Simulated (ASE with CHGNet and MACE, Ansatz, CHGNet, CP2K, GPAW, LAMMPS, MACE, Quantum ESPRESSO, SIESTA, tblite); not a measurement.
# Running liquid (Rb,Cs)Cl at 1000 K (84 atoms) with machine-learned potentials

Aim: run liquid (Rb,Cs)Cl at 1000 K (84 atoms) in machine-learned potentials and see how near its forces come to a plane-wave reference, and at what cost.

Method: the method is named at each step, in ASE with CHGNet and MACE.

### 1. The structure

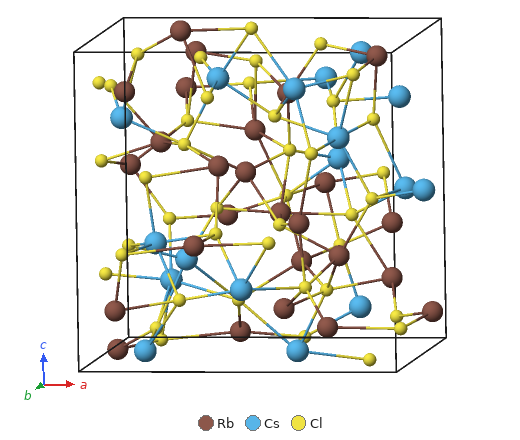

Start, viewed slightly off an axis; rubidium brown, caesium blue, chlorine yellow. Bonds to atoms that aren't drawn are left out. Some periodic images of atoms are drawn too.

The cell holds 84 atoms: 25 Rb, 17 Cs and 42 Cl. Cell: a = 15.586 Å, b = 15.586 Å, c = 15.586 Å, α = 90.0°, β = 90.0°, γ = 90.0°. 84 atoms (25 Rb, 17 Cs, 42 Cl) placed at random at 2.58 g/cm³, melted at 1800 K for 10 ps at fixed volume with the Lennard-Jones and Coulomb ion parameters for SPC/E (Joung and Cheatham, J. Phys. Chem. B 112, 9020 (2008)), full charges. Snapshot at the end of a hold of 20 ps at 1000 K and fixed volume.

The yardstick, on the same geometry:

| Quantity | Value |
| --- | --- |
| method | Kohn-Sham DFT, PBE, SSSP efficiency 1.3.0 pseudopotentials, plane waves (Quantum ESPRESSO 7.5); sssp-pbe-1.3.0-efficiency, cutoffs 45/360 Ry, Γ point |
| r.m.s. force component | 0.3225 eV/Å |
| longest force | 1.654 eV/Å |
| pressure | 0.7527 GPa |
| gap (highest filled to lowest empty level) | 3.754 eV |
| time | 6.6 min on 4 MPI ranks of Arm Neoverse V2, shared host |
| CPU time | 26 min |

### 2. CHGNet 0.3.0 potential

Method: machine-learned interatomic potential CHGNet 0.3.0, trained on PBE(+U) plane-wave data.

run.py reads:

```python
import numpy as np
from ase.io import read
import mlip  # loads the published weights by name

atoms = read("structure.xyz")
atoms.calc = mlip.calc("chgnet-0.3.0")
energy = atoms.get_potential_energy()
forces = atoms.get_forces()
print(f"energy {energy:.6f} eV")
print("forces (eV/A)")
for i, (a, f) in enumerate(zip(atoms, forces)):
    print(f"{i:4d} {a.symbol:2s} {f[0]:10.5f} {f[1]:10.5f} {f[2]:10.5f}")
stress = -atoms.get_stress(voigt=False) * 160.21766
print("stress (GPa, compression positive)")
for row in stress:
    print(" ".join(f"{x:10.4f}" for x in row))
```

structure.xyz reads:

```xyz
84
Lattice="15.58600 0.00000 0.00000 0.00000 15.58600 0.00000 0.00000 0.00000 15.58600" Properties=species:S:1:pos:R:3 pbc="T T T"
Rb 9.02227 3.63824 5.95946
Rb 14.50418 9.62654 3.97505
Rb 7.80905 14.57665 1.87796
Rb 7.11485 7.86922 8.91800
Rb 15.06387 12.83601 7.01136
Rb 2.43391 13.96552 9.93919
Rb 8.22504 11.77460 11.39570
Rb 5.39166 14.97503 13.80140
Rb 10.14929 2.37344 0.75701
Rb 15.56699 3.94326 1.70339
Rb 9.13386 7.19185 12.70508
Rb 12.09489 14.70009 9.15132
Rb 8.86064 7.60176 2.23410
Rb 3.05548 1.75187 15.13494
Rb 0.24439 1.62671 12.14710
Rb 13.07245 4.26947 14.20072
Rb 7.22598 14.32852 7.53349
Rb 5.15663 10.30546 15.06028
Rb 11.42360 6.46133 4.69388
Rb 10.48953 12.20711 5.05968
Rb 5.17284 4.00513 8.78411
Rb 1.53397 13.06278 0.82746
Rb 3.42689 1.00015 4.55516
Rb 9.06793 9.61984 7.12405
Rb 3.27633 9.71865 10.58258
Cs 12.22909 14.78815 14.27039
Cs 2.21555 5.16458 5.15756
Cs 10.15085 11.74062 0.62422
Cs 15.37247 11.95259 13.05717
Cs 6.05485 3.08509 2.65710
Cs 0.87297 6.64306 11.42703
Cs 13.07603 9.07308 14.89133
Cs 13.85517 15.49576 3.18547
Cs 12.13370 10.61734 9.89820
Cs 11.11126 4.18843 10.20041
Cs 5.29971 4.53755 13.12061
Cs 14.80343 6.96242 8.06077
Cs 4.25077 13.26275 4.24344
Cs 4.40258 9.46320 4.84460
Cs 1.97833 7.33462 0.13108
Cs 14.93295 2.06094 7.42766
Cs 8.58461 1.66677 12.30172
Cl 10.96195 14.58039 1.62001
Cl 3.91427 6.50497 10.10908
Cl 9.47395 8.98486 10.12373
Cl 12.57104 9.51946 7.03256
Cl 4.27555 1.45994 11.84474
Cl 1.30954 4.10535 14.25090
Cl 3.20900 4.32309 2.27571
Cl 11.28271 9.58445 3.36907
Cl 12.10113 11.82105 12.81216
Cl 9.42844 4.53615 2.93141
Cl 0.74298 9.00263 13.23937
Cl 4.96601 12.03769 11.88401
Cl 10.55266 5.64198 14.93747
Cl 12.75652 4.42907 7.25715
[... 24 atom lines left out ...]
Cl 4.31420 13.97441 7.31030
Cl 5.01324 4.16022 5.49204
Cl 0.59414 11.29175 9.82464
Cl 1.39074 8.27835 5.37951
```

Run with:

```sh
OMP_NUM_THREADS=1 python run.py > output.txt
```

What it wrote:

```text
CHGNet v0.3.0 initialized with 412,525 parameters
CHGNet will run on cpu
energy -289.867188 eV
forces (eV/A)
   0 Rb   -0.11955   -0.39737    0.29216
   1 Rb    0.06384   -0.01237   -0.09401
   2 Rb   -0.25294    0.00117   -0.13266
   3 Rb   -0.77090   -1.19733    0.40060
   4 Rb    0.30756   -0.26228    0.19584
   5 Rb    0.41426    0.04876    0.02527
   6 Rb   -0.06259    0.01246    0.39564
   7 Rb   -0.02090   -0.40985    0.00933
   8 Rb    0.18176    0.05769   -0.16659
   9 Rb    0.17476    0.30978    0.22212
  10 Rb   -0.05845    0.38996    0.34900
  11 Rb   -0.60437    0.32003    0.06697
  12 Rb   -0.13495    0.13986   -0.45987
  13 Rb    0.07989    0.43006    0.10112
  14 Rb    0.00891    0.35721   -0.22996
  15 Rb    0.40226    0.20521   -0.12522
  16 Rb    0.29823    0.25918    0.07538
  17 Rb   -0.04700   -0.04492   -0.21625
  18 Rb    0.42450    0.01940    0.13217
  19 Rb    0.13646    0.24871   -0.19846
  20 Rb   -0.23829   -0.24902   -0.08352
  21 Rb   -0.41759    0.49467    0.18112
  22 Rb   -0.34493    0.32225    0.25028
  23 Rb    0.47206    0.30191   -0.39756
[...]
76 Cl    0.28042   -0.09197   -0.26037
  77 Cl   -0.34017   -0.12104    0.15258
  78 Cl    0.11361    0.11132    0.10109
  79 Cl   -0.32105    0.00692   -0.34073
  80 Cl   -0.49248    0.13827    0.31090
  81 Cl    0.89931   -0.36889    0.59199
  82 Cl   -0.06933   -0.00315   -0.21067
  83 Cl   -0.24732    0.18121    0.17886
stress (GPa, compression positive)
    0.5757    -0.0267     0.0737
   -0.0267     0.7667     0.1421
    0.0737     0.1421     0.5832
```

It took 3.6 s on 1 thread of Arm Neoverse V2, shared host; peak memory 0.48 GiB.

Banners, paths, timers and routine set-up lines are dropped from the logs unmarked, and long logs keep their key lines alone; longer cuts are marked.

Compared with the plane-wave run:

* r.m.s. force component: 0.3176 eV/Å
* r.m.s. difference of force components: 55 meV/Å
* longest difference of force vectors: 209 meV/Å
* force difference over r.m.s. force: 17.05 %
* slope of forces against the reference's: 0.9704
* correlation of force components: 0.9853
* pressure: 0.6419 GPa
* pressure difference: -0.1108 GPa

Length of the force difference by element (eV/Å):

```
element  atoms   mean  most
     Cl     42  0.081  0.16
     Cs     17  0.088  0.21
     Rb     25  0.094  0.17
```

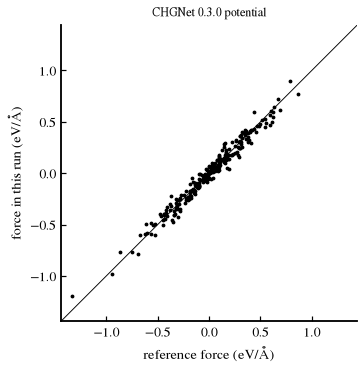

Force components against those of the reference; the line marks equality.

A closer look about Cl81, picked at random: 10 atoms, nearest first, numbered in the order of the input, with positions taken from that point.

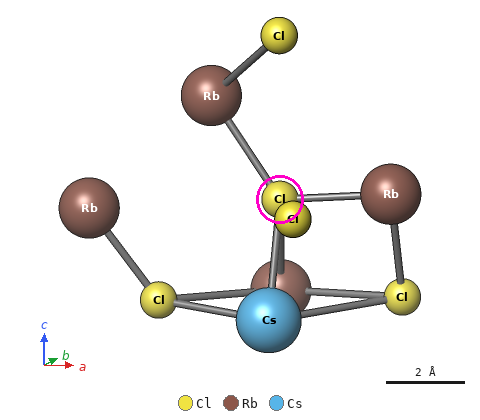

The atoms of the table, within 5.0 Å (arrows a, b, c point along x, y, z); some may hide others; the central atom is ringed.

```
atom      x      y      z  distance (Å)     Fx     Fy  Fz (eV/Å)
Cl81   0.00   0.00   0.00          0.00  -0.49   0.14       0.31
Rb17   2.91   0.35   0.22          2.94   0.30   0.26       0.08
Cs38  -0.06  -0.71  -3.07          3.15   0.42  -0.40      -0.39
 Rb6  -1.88  -0.01   2.63          3.23   0.41   0.05       0.03
Rb23  -0.89   2.61  -2.76          3.90  -0.34   0.32       0.25
Cl69  -3.22  -0.31  -2.74          4.24  -0.11   0.02      -0.30
Cl63   2.68   1.92  -2.68          4.25  -0.02   0.06       0.05
Cl64   1.72  -3.93   0.09          4.29  -0.11   0.60       0.22
 Rb5  -4.84  -1.14  -0.30          4.98   0.31  -0.26       0.20
Cl54   0.65  -1.94   4.57          5.01  -0.10   0.14       0.03
```

Atoms are counted from 1 here, from 0 in the log.

Forces lie 17 % from the reference's, at 0.0018 times its CPU time (on 1 against 4 cores).

### 3. CHGNet r2SCAN potential

Method: machine-learned interatomic potential CHGNet r2SCAN, trained on r2SCAN plane-wave data.

run.py, as its differences from that of step 2:

```diff
@@ -5,3 +5,3 @@
 atoms = read("structure.xyz")
-atoms.calc = mlip.calc("chgnet-0.3.0")
+atoms.calc = mlip.calc("chgnet-r2scan")
 energy = atoms.get_potential_energy()
```

structure.xyz is that of step 2.

What it wrote:

```text
CHGNet vr2scan initialized with 412,525 parameters
CHGNet will run on cpu
energy -1201.320068 eV
forces (eV/A)
   0 Rb   -0.11134   -0.29418    0.21922
   1 Rb    0.02827   -0.02037   -0.08739
   2 Rb   -0.20904   -0.00325   -0.12329
   3 Rb   -0.61582   -0.98367    0.30818
   4 Rb    0.24159   -0.18677    0.14602
   5 Rb    0.33850    0.01424    0.02807
   6 Rb   -0.04544    0.01227    0.32716
   7 Rb   -0.00872   -0.27982    0.04027
   8 Rb    0.14907    0.01667   -0.19126
   9 Rb    0.17544    0.24587    0.15712
  10 Rb   -0.05360    0.28489    0.28803
  11 Rb   -0.44539    0.24073    0.01390
  12 Rb   -0.06770    0.11538   -0.36878
  13 Rb    0.11531    0.34647    0.06011
  14 Rb    0.03877    0.30026   -0.13675
  15 Rb    0.30841    0.13963   -0.06773
  16 Rb    0.21100    0.21436    0.01572
  17 Rb   -0.01160   -0.06468   -0.20171
  18 Rb    0.28873    0.03366    0.07782
  19 Rb    0.08586    0.18076   -0.17277
  20 Rb   -0.18805   -0.17362   -0.02497
  21 Rb   -0.31151    0.38024    0.15684
  22 Rb   -0.19746    0.20303    0.15235
  23 Rb    0.40459    0.26963   -0.31485
[...]
76 Cl    0.21707   -0.11698   -0.22909
  77 Cl   -0.25281   -0.12113    0.22133
  78 Cl    0.09331    0.08974    0.09203
  79 Cl   -0.26677    0.02207   -0.32153
  80 Cl   -0.38516    0.09014    0.25209
  81 Cl    0.75837   -0.28253    0.50907
  82 Cl   -0.07345   -0.01076   -0.18032
  83 Cl   -0.21335    0.18691    0.16071
stress (GPa, compression positive)
    0.0765    -0.0419     0.0469
   -0.0419     0.2360     0.1227
    0.0469     0.1227     0.1104
```

Run time: 2.8 s. Hardware: 1 thread; peak memory 0.49 GiB.

Against the reference:

| Quantity | Value |
| --- | --- |
| r.m.s. force component | 0.2546 eV/Å |
| r.m.s. difference of force components | 89.64 meV/Å |
| longest difference of force vectors | 454.3 meV/Å |
| force difference over r.m.s. force | 27.79 % |
| slope of forces against the reference's | 0.7728 |
| correlation of force components | 0.9792 |
| pressure | 0.141 GPa |
| pressure difference | -0.6117 GPa |

Against the first run (17 %), the force difference from the reference is 28 %, at 0.97 times the CPU time; this potential was trained at another functional than the reference's, which explains only part of so large a difference.

### 4. MACE MP-0b3 medium potential

Method: machine-learned interatomic potential MACE MP-0b3 medium, trained on PBE(+U) plane-wave data.

run.py, as its differences from that of step 3:

```diff
@@ -5,3 +5,3 @@
 atoms = read("structure.xyz")
-atoms.calc = mlip.calc("chgnet-r2scan")
+atoms.calc = mlip.calc("mace-mp-0b3-medium")
 energy = atoms.get_potential_energy()
```

structure.xyz is that of step 3.

What it wrote:

```text
energy -262.009284 eV
forces (eV/A)
   0 Rb   -0.13246   -0.33412    0.16788
   1 Rb    0.02609   -0.00829   -0.10005
   2 Rb   -0.31551    0.01717   -0.10058
   3 Rb   -0.90819   -1.37780    0.49350
   4 Rb    0.23262   -0.30953    0.31039
   5 Rb    0.38670    0.04899    0.10573
   6 Rb   -0.00396   -0.02316    0.35758
   7 Rb   -0.05730   -0.39253    0.02532
   8 Rb    0.13030    0.09680   -0.15165
   9 Rb    0.21315    0.37659    0.14666
  10 Rb   -0.01938    0.41841    0.35091
  11 Rb   -0.72262    0.24806   -0.00712
  12 Rb   -0.13614    0.14221   -0.44170
  13 Rb    0.11633    0.43969   -0.01332
  14 Rb    0.02906    0.33198   -0.24334
  15 Rb    0.46933    0.18313   -0.11431
  16 Rb    0.35649    0.29703    0.03768
  17 Rb    0.06063   -0.01599   -0.26478
  18 Rb    0.37242    0.05040    0.16237
  19 Rb    0.16760    0.28348   -0.14148
  20 Rb   -0.21022   -0.23424    0.01229
  21 Rb   -0.51464    0.58005    0.19929
  22 Rb   -0.27649    0.36474    0.24521
  23 Rb    0.67080    0.41226   -0.45796
[...]
76 Cl    0.34770   -0.10717   -0.30076
  77 Cl   -0.27759   -0.14519    0.11692
  78 Cl    0.14056    0.08684    0.09848
  79 Cl   -0.36497    0.00654   -0.36250
  80 Cl   -0.52633    0.11091    0.24153
  81 Cl    0.79007   -0.37216    0.63927
  82 Cl   -0.06689   -0.11216   -0.19008
  83 Cl   -0.19562    0.20875    0.16398
stress (GPa, compression positive)
    0.2179    -0.0471     0.0465
   -0.0471     0.4507     0.1546
    0.0465     0.1546     0.2809
```

Elapsed: 6.4 s, on 1 thread; peak memory 0.72 GiB.

Numbers from this run, and their distance from the reference:

```
r.m.s. force component                  : 0.3352 eV/Å
r.m.s. difference of force components   : 37.28 meV/Å
longest difference of force vectors     : 119.6 meV/Å
force difference over r.m.s. force      : 11.56 %
slope of forces against the reference's : 1.033
correlation of force components         : 0.9943
pressure                                : 0.3165 GPa
pressure difference                     : -0.4362 GPa
```

Against the first run (17 %), the force difference from the reference is 12 %, at 2.2 times the CPU time.

### 5. All runs compared

Differences are against the plane-wave reference, forces as r.m.s. over components; share is that over the reference's r.m.s. force, slope the least-squares factor from reference forces to these. Total energies of different programs have different zeros and aren't compared.

```
                         run  Δ force, r.m.s. (meV/Å)  share (%)  slope  Δ pressure (GPa)  cores  CPU time  memory (GiB)
                   reference                        -          -      -                 -      4    26 min           9.5
      CHGNet 0.3.0 potential                     55.0       17.1  0.970            -0.111      1     2.8 s          0.48
     CHGNet r2SCAN potential                     89.6       27.8  0.773            -0.612      1     2.8 s          0.49
MACE MP-0b3 medium potential                     37.3       11.6  1.033            -0.436      1     6.4 s          0.72
```

Times of the machine-learned potentials are mostly Python's start and the loading of weights.

CPU time is summed over cores on a shared host, where runs went side by side, so it is rough. Symmetry, cutoffs, thresholds, outputs and thread counts weren't matched or tuned between programs; memory under MPI is the largest rank's times the ranks.

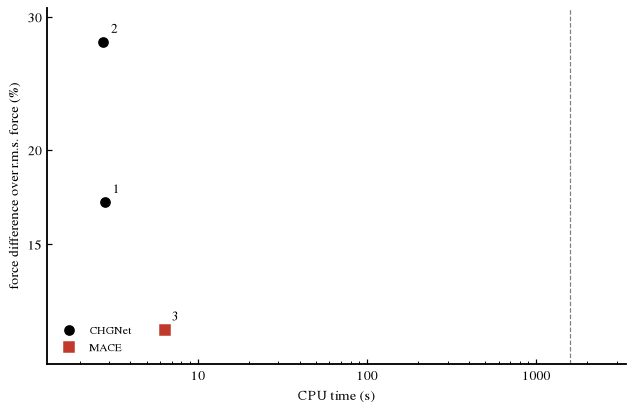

Force difference against CPU time; the dashed line marks the reference's time. Points: 1 CHGNet 0.3.0 potential; 2 CHGNet r2SCAN potential; 3 MACE MP-0b3 medium potential.

### 6. Results

```json
{"nearest in forces": "MACE MP-0b3 medium potential, 12 %", "its CPU time": "6.4 s"}
```

**Reading.** Machine-learned potentials differ by 12 % (MACE MP-0b3 medium potential) to 28 % (CHGNet r2SCAN potential); they were trained on other programs' data, some at another functional. CHGNet r2SCAN potential softens the forces by a factor of 0.77 while following their directions (correlation 0.979); the slopes of the 2 CHGNet runs lie between 0.77 and 0.97. The reference's pressure holds the uncorrected Pulay stress of its 45 Ry basis, so small pressure differences, and their order, may be the reference's own error. The frame stands for 1000 K, but pressures are static and levels are smeared at 580 K. The network of bonds at the start is that of the classical potential that made the cell, and needn't be the one that DFT or experiment would give. The ion parameters were fitted for water, not for melts, so the starting structure of this cell may lie well off the real melt's. The electronic-structure runs sample only Γ, in a cell whose shortest periodic width is 16 Å. Spin–orbit coupling is left out, which matters for the levels of the heavy elements.

[Also dropped from logs without a mark: logging warnings of Python, and SIESTA's first energy breakdown and zero terms.]

[Logs are printed without paths, hosts, clocks, repeated set-up lines and the standing remarks that a program may print on its own settings, such as how far it seeks lower states.]

[Hosts, paths, dates, database ids (printed as entryN), source tags and the programs' standing remarks are cut or masked in the printed files.]
